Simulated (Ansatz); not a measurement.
**BeAs7O12 (charge −1): geometry relaxation (part 3 of 3)**

Continued. System: BeAs7O12 (defect cell, 20 atoms in the cell, total charge −1). Method: DFT, PBE, plane-wave PAW, default files, scalar-relativistic, no spin polarisation (Ansatz 0.2.0); cutoff 420 eV, 3×3×3 k-mesh, Fermi–Dirac smearing of 0.01 eV. The structure derives from an entry of the Crystallography Open Database. It belongs to a series of runs on one base structure; here: Be on a As site, charge -1, ions relaxed.

Geometry of the input (Å; fractional positions):
```
0.0000  5.5367  5.5367
5.5367  0.0000  5.5367
5.5367  5.5367  0.0000
Be 0.3972  0.3972  0.3972
As 0.4416  0.8528  0.8528
As 0.3972  0.3972  0.8084
As 0.8528  0.4416  0.8528
As 0.8084  0.3972  0.3972
As 0.8528  0.8528  0.8528
As 0.3972  0.8084  0.3972
As 0.8528  0.8528  0.4416
O  0.9226  0.5774  0.5774
O  0.3274  0.6726  0.3274
O  0.5774  0.9226  0.9226
O  0.6726  0.3274  0.6726
O  0.5774  0.9226  0.5774
O  0.3274  0.3274  0.6726
O  0.9226  0.5774  0.9226
O  0.6726  0.6726  0.3274
O  0.3274  0.6726  0.6726
O  0.5774  0.5774  0.9226
O  0.6726  0.3274  0.3274
O  0.9226  0.9226  0.5774
```

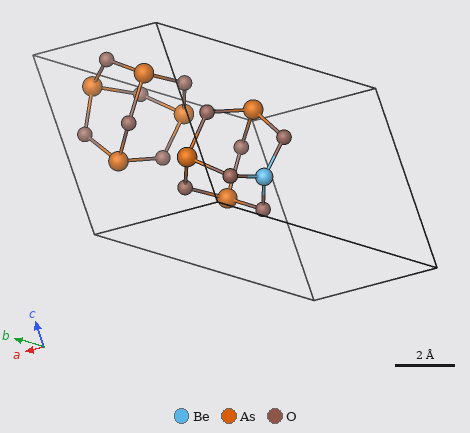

The geometry at step 4 of the log (ball-and-stick view of the cell of the calculation, seen at an oblique angle).

Output, continued
```
  k-point 5: bands = ["-31.7843", "-31.7843", "-31.7336", "-31.7336", "-31.7329", "-31.7255", "-31.7255", "-31.7205", "-31.6654", "-31.6654", "-31.6173", "-31.6173", "-31.6156", "-31.6091", "-31.6056", "-31.6056", "-31.6007", "-31.5587", "-31.5536", "-31.5535", "-31.2657", "-31.2657", "-31.2520", "-31.2503", "-31.2468", "-31.2468", "-31.1450", "-31.1380", "-31.1380", "-31.1278", "-31.1277", "-31.1199", "-31.0761", "-31.0721", "-31.0721", "-16.1226", "-15.3572", "-14.7398", "-14.7080", "-14.6627", "-14.1082", "-14.1008", "-13.7871", "-13.7857", "-13.2778", "-13.0823", "-13.0769", "-6.4586", "-6.4276", "-6.4221", "-5.6392", "-5.6369", "-3.4549", "-2.4366", "-2.0345", "-2.0157", "-1.9749", "-1.4190", "-1.1115", "-0.7559", "-0.7068", "-0.5764", "-0.1865", "-0.0362", "0.1193", "0.4502", "0.5983", "0.7032", "0.8326", "0.8664", "1.1831", "1.8199", "1.8618", "1.8980", "2.1683", "2.1975", "2.2919", "2.3922", "2.4879", "2.5829", "2.7248", "2.8374", "2.9108", "2.9783", "3.0142", "3.1613", "3.1804", "3.5099", "3.6428", "3.7818", "7.7655", "7.9681", "8.2115", "8.4786", "8.7018", "8.9058", "9.0422", "9.1925", "9.5814", "10.0782", "10.2957", "10.4844", "10.5719", "10.7636", "10.9095", "10.9767", "11.2441", "11.3261", "11.4098", "11.6450"]
--- Relaxed structure (6 steps of the walk, 5 accepted, 0 SCFs on fresh bases) ---
  F+E_penalty+E_count = -40885.61625220 eV   max|allowed force component| = 1.210e-2 eV/Å
  atoms:
    - { symbol: Be, position: [0.42817938026372887, 0.42817938026372887, 0.42817938026372887] }
    - { symbol: As, position: [0.4366776289071027, 0.8521109507068895, 0.8521109507068896] }
    - { symbol: As, position: [0.39035524671386124, 0.39035524671386124, 0.809684202907054] }
    - { symbol: As, position: [0.8521109507068895, 0.4366776289071027, 0.8521109507068896] }
    - { symbol: As, position: [0.809684202907054, 0.39035524671386124, 0.39035524671386124] }
    - { symbol: As, position: [0.8531463882967938, 0.8531463882967938, 0.8531463882967938] }
    - { symbol: As, position: [0.39035524671386124, 0.809684202907054, 0.39035524671386124] }
    - { symbol: As, position: [0.8521109507068895, 0.8521109507068895, 0.4366776289071027] }
    - { symbol: O, position: [0.9251172843787824, 0.5718904425369083, 0.5718904425369085] }
    - { symbol: O, position: [0.32601678302955434, 0.6676200359496405, 0.32601678302955434] }
    - { symbol: O, position: [0.5721102430936746, 0.9259475231920169, 0.9259475231920169] }
    - { symbol: O, position: [0.6770772034602769, 0.3206685369242105, 0.6770772034602769] }
    - { symbol: O, position: [0.5718904425369083, 0.9251172843787824, 0.5718904425369085] }
    - { symbol: O, position: [0.32601678302955434, 0.32601678302955434, 0.6676200359496405] }
    - { symbol: O, position: [0.9259475231920169, 0.5721102430936746, 0.9259475231920169] }
    - { symbol: O, position: [0.6770772034602769, 0.6770772034602769, 0.3206685369242105] }
    - { symbol: O, position: [0.3206685369242105, 0.6770772034602769, 0.6770772034602769] }
    - { symbol: O, position: [0.5718904425369083, 0.5718904425369083, 0.9251172843787824] }
    - { symbol: O, position: [0.6676200359496405, 0.32601678302955434, 0.32601678302955434] }
    - { symbol: O, position: [0.9259475231920169, 0.9259475231920169, 0.5721102430936746] }
--- Löwdin populations: 20 sites ---
  site symbol       q [e]
     0     Be      0.4330
     1     As     13.8445
     2     As     13.8992
     3     As     13.8445
     4     As     13.8992
     5     As     13.8534
     6     As     13.8992
     7     As     13.8445
     8      O      6.7075
     9      O      6.9562
    10      O      6.7119
    11      O      6.7283
    12      O      6.7075
    13      O      6.9562
    14      O      6.7119
    15      O      6.7283
    16      O      6.7283
    17      O      6.7075
    18      O      6.9562
    19      O      6.7119
  spilling = 0.006504 (of n_electrons = 180.000000)
```

File populations.tsv
```
# site	symbol	l	j	q
# orbitals = lowdin
# n_electrons = 180.000000
# spilling = 0.006504
0	Be	0_2S	-	0.432993
1	As	0_4S	-	1.698581
1	As	1_4P	-	2.147696
1	As	2_3D	-	9.998210
2	As	0_4S	-	1.688012
2	As	1_4P	-	2.212971
2	As	2_3D	-	9.998197
3	As	0_4S	-	1.698581
3	As	1_4P	-	2.147696
3	As	2_3D	-	9.998210
4	As	0_4S	-	1.688012
4	As	1_4P	-	2.212971
4	As	2_3D	-	9.998197
5	As	0_4S	-	1.697954
5	As	1_4P	-	2.157228
5	As	2_3D	-	9.998201
6	As	0_4S	-	1.688012
6	As	1_4P	-	2.212971
6	As	2_3D	-	9.998197
7	As	0_4S	-	1.698581
7	As	1_4P	-	2.147696
7	As	2_3D	-	9.998210
8	O	0_2S	-	1.745584
8	O	1_2P	-	4.961949
9	O	0_2S	-	1.788540
9	O	1_2P	-	5.167640
10	O	0_2S	-	1.750409
10	O	1_2P	-	4.961537
11	O	0_2S	-	1.765429
11	O	1_2P	-	4.962879
12	O	0_2S	-	1.745584
12	O	1_2P	-	4.961949
13	O	0_2S	-	1.788540
13	O	1_2P	-	5.167640
14	O	0_2S	-	1.750409
14	O	1_2P	-	4.961537
15	O	0_2S	-	1.765429
15	O	1_2P	-	4.962879
16	O	0_2S	-	1.765429
16	O	1_2P	-	4.962879
17	O	0_2S	-	1.745584
17	O	1_2P	-	4.961949
18	O	0_2S	-	1.788540
18	O	1_2P	-	5.167640
19	O	0_2S	-	1.750409
19	O	1_2P	-	4.961537
```

Trajectory as extended XYZ (Å, eV, eV/Å), 6 frames, from step=1 to step=6
```
20
Lattice="0.0000 5.5367 5.5367 5.5367 0.0000 5.5367 5.5367 5.5367 0.0000" Properties=species:S:1:pos:R:3:forces:R:3 step=1 energy=-40882.92731
Be    4.3985    4.3985    4.3985    3.7845   3.7845   3.7845
As    9.4433    7.1668    7.1668    0.9256  -0.5745  -0.5745
As    6.6750    6.6750    4.3985   -0.9419  -0.9419  -1.4560
As    7.1668    9.4433    7.1668   -0.5745   0.9256  -0.5745
As    4.3985    6.6750    6.6750   -1.4560  -0.9419  -0.9419
As    9.4433    9.4433    9.4433    0.3701   0.3701   0.3701
As    6.6750    4.3985    6.6750   -0.9419  -1.4560  -0.9419
As    7.1668    7.1668    9.4433   -0.5745  -0.5745   0.9256
O     6.3938    8.3051    8.3051   -0.8895  -0.0458  -0.0458
O     5.5367    3.6254    5.5367   -0.8851  -0.5601  -0.8851
O    10.2163    8.3051    8.3051    0.7940   0.1588   0.1588
O     5.5367    7.4480    5.5367    0.1315   1.3460   0.1315
O     8.3051    6.3938    8.3051   -0.0458  -0.8895  -0.0458
O     5.5367    5.5367    3.6254   -0.8851  -0.8851  -0.5601
O     8.3051   10.2163    8.3051    0.1588   0.7940   0.1588
O     5.5367    5.5367    7.4480    0.1315   0.1315   1.3460
O     7.4480    5.5367    5.5367    1.3460   0.1315   0.1315
O     8.3051    8.3051    6.3938   -0.0458  -0.0458  -0.8895
O     3.6254    5.5367    5.5367   -0.5601  -0.8851  -0.8851
O     8.3051    8.3051   10.2163    0.1588   0.1588   0.7940
20
Lattice="0.0000 5.5367 5.5367 5.5367 0.0000 5.5367 5.5367 5.5367 0.0000" Properties=species:S:1:pos:R:3:forces:R:3 step=2 energy=-40884.46322
Be    4.5135    4.5135    4.5135    2.5343   2.5343   2.5343
As    9.4574    7.1615    7.1615    0.2543  -0.3074  -0.3074
As    6.6485    6.6485    4.3733   -0.2023  -0.2023  -1.1164
As    7.1615    9.4574    7.1615   -0.3074   0.2543  -0.3074
As    4.3733    6.6485    6.6485   -1.1164  -0.2023  -0.2023
As    9.4488    9.4488    9.4488    0.2747   0.2747   0.2747
As    6.6485    4.3733    6.6485   -0.2023  -1.1164  -0.2023
As    7.1615    7.1615    9.4574   -0.3074  -0.3074   0.2543
O     6.3794    8.3041    8.3041   -0.5226  -0.0005  -0.0005
O     5.5272    3.5759    5.5272   -1.0157   0.2469  -1.0157
O    10.2351    8.3080    8.3080    0.5501   0.0944   0.0944
O     5.5353    7.4653    5.5353   -0.0026   0.6419  -0.0026
O     8.3041    6.3794    8.3041   -0.0005  -0.5226  -0.0005
O     5.5272    5.5272    3.5759   -1.0157  -1.0157   0.2469
O     8.3080   10.2351    8.3080    0.0944   0.5501   0.0944
O     5.5353    5.5353    7.4653   -0.0026  -0.0026   0.6419
O     7.4653    5.5353    5.5353    0.6419  -0.0026  -0.0026
O     8.3041    8.3041    6.3794   -0.0005  -0.0005  -0.5226
O     3.5759    5.5272    5.5272    0.2469  -1.0157  -1.0157
O     8.3080    8.3080   10.2351    0.0944   0.0944   0.5501
20
Lattice="0.0000 5.5367 5.5367 5.5367 0.0000 5.5367 5.5367 5.5367 0.0000" Properties=species:S:1:pos:R:3:forces:R:3 step=3 energy=-40885.42093
Be    4.6286    4.6286    4.6286    1.0468   1.0468   1.0468
As    9.4604    7.1563    7.1563   -0.1490  -0.1182  -0.1182
As    6.6316    6.6316    4.3374   -0.1859  -0.1859  -0.4305
As    7.1563    9.4604    7.1563   -0.1182  -0.1490  -0.1182
As    4.3374    6.6316    6.6316   -0.4305  -0.1859  -0.1859
As    9.4566    9.4566    9.4566    0.1592   0.1592   0.1592
As    6.6316    4.3374    6.6316   -0.1859  -0.4305  -0.1859
As    7.1563    7.1563    9.4604   -0.1182  -0.1182  -0.1490
O     6.3606    8.3039    8.3039   -0.1596  -0.0078  -0.0078
O     5.4871    3.6028    5.4871   -0.1302  -0.0679  -0.1302
O    10.2531    8.3102    8.3102    0.2965   0.0190   0.0190
O     5.5321    7.4759    5.5321   -0.0558   0.2575  -0.0558
O     8.3039    6.3606    8.3039   -0.0078  -0.1596  -0.0078
O     5.4871    5.4871    3.6028   -0.1302  -0.1302  -0.0679
O     8.3102   10.2531    8.3102    0.0190   0.2965   0.0190
O     5.5321    5.5321    7.4759   -0.0558  -0.0558   0.2575
O     7.4759    5.5321    5.5321    0.2575  -0.0558  -0.0558
O     8.3039    8.3039    6.3606   -0.0078  -0.0078  -0.1596
O     3.6028    5.4871    5.4871   -0.0679  -0.1302  -0.1302
O     8.3102    8.3102   10.2531    0.0190   0.0190   0.2965
20
Lattice="0.0000 5.5367 5.5367 5.5367 0.0000 5.5367 5.5367 5.5367 0.0000" Properties=species:S:1:pos:R:3:forces:R:3 step=4 energy=-40885.60994
Be    4.7384    4.7384    4.7384    0.0682   0.0682   0.0682
As    9.4283    7.1328    7.1328    0.0777  -0.0571  -0.0571
As    6.6494    6.6494    4.3329   -0.0505  -0.0505  -0.1177
As    7.1328    9.4283    7.1328   -0.0571   0.0777  -0.0571
As    4.3329    6.6494    6.6494   -0.1177  -0.0505  -0.0505
As    9.4439    9.4439    9.4439   -0.0041  -0.0041  -0.0041
As    6.6494    4.3329    6.6494   -0.0505  -0.1177  -0.0505
As    7.1328    7.1328    9.4283   -0.0571  -0.0571   0.0777
O     6.3241    8.2797    8.2797    0.0322   0.0333   0.0333
O     5.5045    3.6210    5.5045    0.0715  -0.0712   0.0715
O    10.2455    8.2901    8.2901    0.0153   0.0125   0.0125
O     5.5341    7.5026    5.5341   -0.0320   0.0407  -0.0320
O     8.2797    6.3241    8.2797    0.0333   0.0322   0.0333
O     5.5045    5.5045    3.6210    0.0715   0.0715  -0.0712
O     8.2901   10.2455    8.2901    0.0125   0.0153   0.0125
O     5.5341    5.5341    7.5026   -0.0320  -0.0320   0.0407
O     7.5026    5.5341    5.5341    0.0407  -0.0320  -0.0320
O     8.2797    8.2797    6.3241    0.0333   0.0333   0.0322
O     3.6210    5.5045    5.5045   -0.0712   0.0715   0.0715
O     8.2901    8.2901   10.2455    0.0125   0.0125   0.0153
20
Lattice="0.0000 5.5367 5.5367 5.5367 0.0000 5.5367 5.5367 5.5367 0.0000" Properties=species:S:1:pos:R:3:forces:R:3 step=5 energy=-40885.60602 accepted=F
Be    4.7294    4.7294    4.7294   -0.0377  -0.0377  -0.0377
As    9.4518    7.1516    7.1516   -0.0483  -0.0144  -0.0144
As    6.6290    6.6290    4.3041    0.0225   0.0225   0.1194
As    7.1516    9.4518    7.1516   -0.0144  -0.0483  -0.0144
As    4.3041    6.6290    6.6290    0.1194   0.0225   0.0225
As    9.4637    9.4637    9.4637    0.0131   0.0131   0.0131
As    6.6290    4.3041    6.6290    0.0225   0.1194   0.0225
As    7.1516    7.1516    9.4518   -0.0144  -0.0144  -0.0483
O     6.3479    8.3052    8.3052    0.0224  -0.0466  -0.0466
O     5.4859    3.5955    5.4859    0.0199  -0.0549   0.0199
O    10.2696    8.3101    8.3101    0.0032  -0.0326  -0.0326
O     5.5055    7.4811    5.5055    0.0486  -0.0120   0.0486
O     8.3052    6.3479    8.3052   -0.0466   0.0224  -0.0466
O     5.4859    5.4859    3.5955    0.0199   0.0199  -0.0549
O     8.3101   10.2696    8.3101   -0.0326   0.0032  -0.0326
O     5.5055    5.5055    7.4811    0.0486   0.0486  -0.0120
O     7.4811    5.5055    5.5055   -0.0120   0.0486   0.0486
O     8.3052    8.3052    6.3479   -0.0466  -0.0466   0.0224
O     3.5955    5.4859    5.4859   -0.0549   0.0199   0.0199
O     8.3101    8.3101   10.2696   -0.0326  -0.0326   0.0032
20
Lattice="0.0000 5.5367 5.5367 5.5367 0.0000 5.5367 5.5367 5.5367 0.0000" Properties=species:S:1:pos:R:3:forces:R:3 step=6 energy=-40885.61625
Be    4.7414    4.7414    4.7414   -0.0049  -0.0049  -0.0049
As    9.4358    7.1357    7.1357    0.0042   0.0053   0.0053
As    6.6443    6.6443    4.3226   -0.0001  -0.0001  -0.0077
As    7.1357    9.4358    7.1357    0.0053   0.0042   0.0053
As    4.3226    6.6443    6.6443   -0.0077  -0.0001  -0.0001
As    9.4473    9.4473    9.4473    0.0111   0.0111   0.0111
As    6.6443    4.3226    6.6443   -0.0001  -0.0077  -0.0001
As    7.1357    7.1357    9.4358    0.0053   0.0053   0.0042
O     6.3328    8.2885    8.2885    0.0016   0.0017   0.0017
O     5.5015    3.6101    5.5015    0.0044  -0.0010   0.0044
O    10.2534    8.2943    8.2943    0.0023  -0.0121  -0.0121
O     5.5242    7.4976    5.5242   -0.0014  -0.0014  -0.0014
O     8.2885    6.3328    8.2885    0.0017   0.0016   0.0017
O     5.5015    5.5015    3.6101    0.0044   0.0044  -0.0010
O     8.2943   10.2534    8.2943   -0.0121   0.0023  -0.0121
O     5.5242    5.5242    7.4976   -0.0014  -0.0014  -0.0014
O     7.4976    5.5242    5.5242   -0.0014  -0.0014  -0.0014
O     8.2885    8.2885    6.3328    0.0017   0.0017   0.0016
O     3.6101    5.5015    5.5015   -0.0010   0.0044   0.0044
O     8.2943    8.2943   10.2534   -0.0121  -0.0121   0.0023
```
